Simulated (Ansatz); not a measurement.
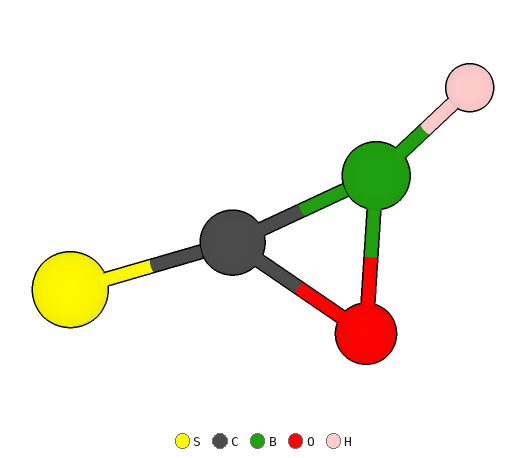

Every bond is drawn as one stick, whatever its order.

The geometry was computed by an optimisation with PBE0-D4/def2-TZVP.

Which formula does it have?

CHBOS, 5 atoms: 1 carbon, 1 hydrogen, 1 boron, 1 oxygen and 1 sulfur.

What is the point group of this geometry?

Cs.

How many sets of symmetry-equivalent atoms are there?

5: 1 S, 1 C, 1 B, 1 O, 1 H.

The parts below concern this one geometry. Atoms keep their numbers from picture to picture.

Dipole moment

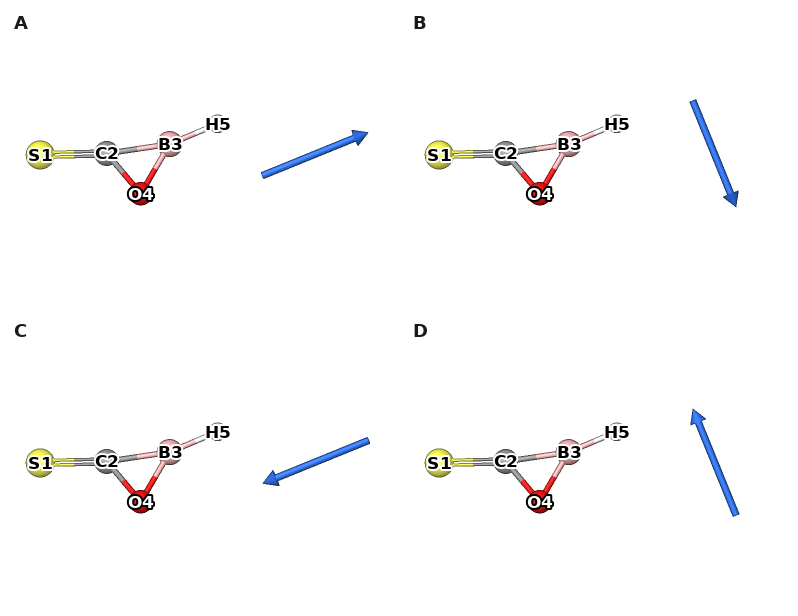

The same molecule four times, each with an arrow. Properties computed with RKS B3LYP-D4/def2-TZVPP (Ansatz 0.2.0).

Which arrow points along the dipole moment, from the negative to the positive end?

A. The dipole moment is 2.27 D; it points from the side of S1 to the side of H5 (the outermost atoms at the two ends).

Electronic properties

Level of theory: RKS r2SCAN0-D4/def2-TZVPP (Ansatz 0.2.0).

What is the HOMO energy (Kohn–Sham orbital)?

−7.06 eV.

What is the LUMO energy (Kohn–Sham orbital)?

−2.55 eV.

Thermal motion

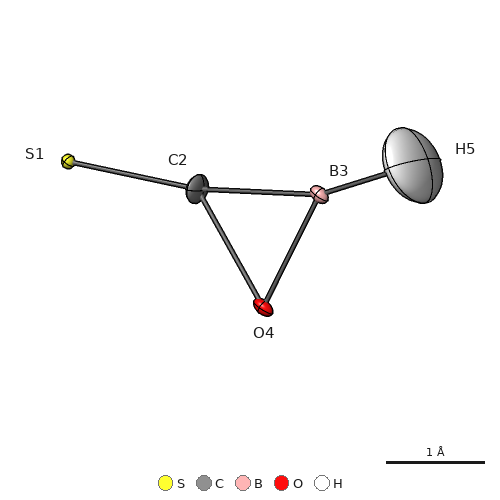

Displacement ellipsoids at the 50 % level, enlarged 1.5 times, from the internal vibrations of the free molecule (harmonic, no overall translation or rotation; no half-axis is drawn under 0.075 Å). Vibrations computed with RKS PBE0-D4/def2-TZVP (Ansatz 0.2.0). Temperature: 600 K.

List U_eq and the three principal root-mean-square amplitudes for each kind of atom.

```tsv
atom	U_eq (Å²)	rms amplitudes (Å)
S1	0.00041	0.016, 0.017, 0.026
C2	0.0040	0.031, 0.065, 0.082
B3	0.0015	0.033, 0.034, 0.049
O4	0.0012	0.009, 0.025, 0.054
H5	0.0252	0.085, 0.175, 0.195
```

Charges

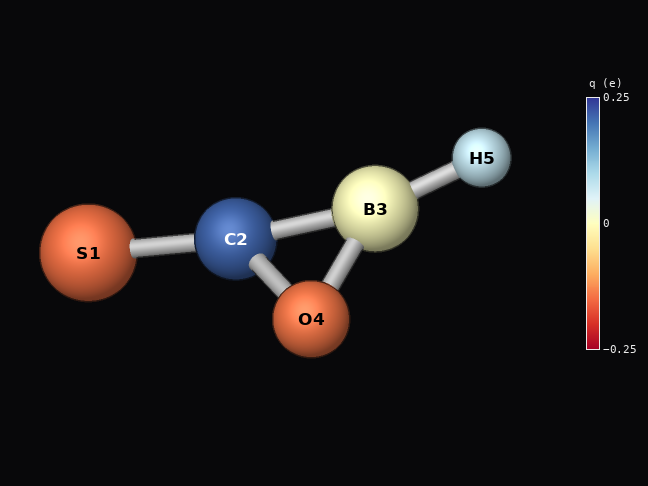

Atoms are coloured by their Mulliken charges. Properties computed with RKS PBE0-D4/def2-TZVP (Ansatz 0.2.0).

List the Mulliken charges.

```
atom  value (e)
  S1      −0.15
  C2       0.21
  B3       0.00
  O4      −0.14
  H5       0.08
```

Mulliken values depend strongly on the basis set and can even reverse the polarity of a bond.
